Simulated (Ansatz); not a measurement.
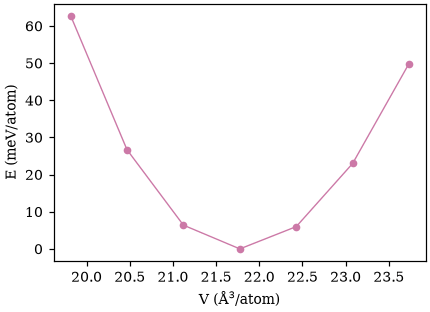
Figure. Zr (hcp (Mg type), P6_3/mmc) under volume change, the program Ansatz at the LDA level (PAW), shape and atoms relaxed at each volume.

### Question
What does a third-order Birch–Murnaghan fit give for V₀, B₀ and B′?

### Answer
V₀ = 21.77 Å³/atom, B₀ = 101 GPa, B′ = 2.9.

Symmetry was held in the LDA relaxation. The run is not spin-polarised.

Potentials: the later of the program's two PAW sets.
